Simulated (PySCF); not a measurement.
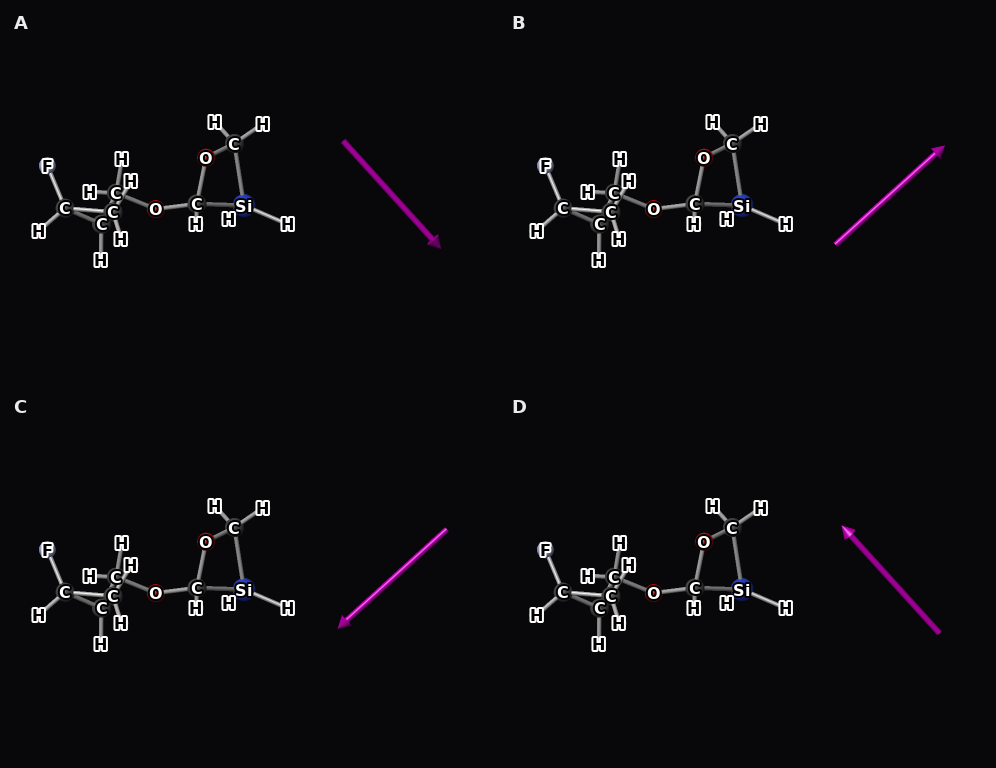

The same molecule four times, each with an arrow. The geometry was computed by an optimisation with GFN2-xTB. No frequency run is at hand to confirm it as a minimum. Properties computed with PBE0/pcSseg-1, gas phase (PySCF 2.14.0).

Which arrow points along the dipole moment, from the negative to the positive end?

A. The dipole moment is 2.36 D.

The geometry is semi-empirical. Around Si such bond lengths and angles can be off by a tenth of an ångström or more and by several degrees, and values that hang on the shape move with them.
